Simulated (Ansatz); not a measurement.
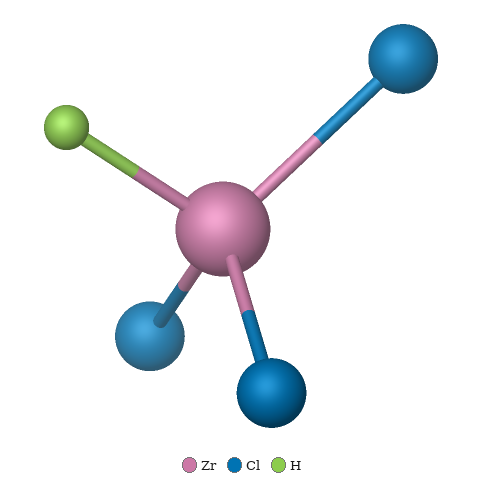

The species is neutral and a spin singlet. The geometry was computed by an optimisation with PBE0-D4/def2-TZVP.

> What is the coordination number of the metal, and which atoms bind to it?

Zr binds 4 atoms: 3 Cl at 2.32 Å, 1 H at 1.82 Å. The arrangement is tetrahedral.

> What are the formal oxidation state of the metal and its number of d electrons?

Zr(IV), d⁰, counting the ligands as closed-shell ions or neutral donors.
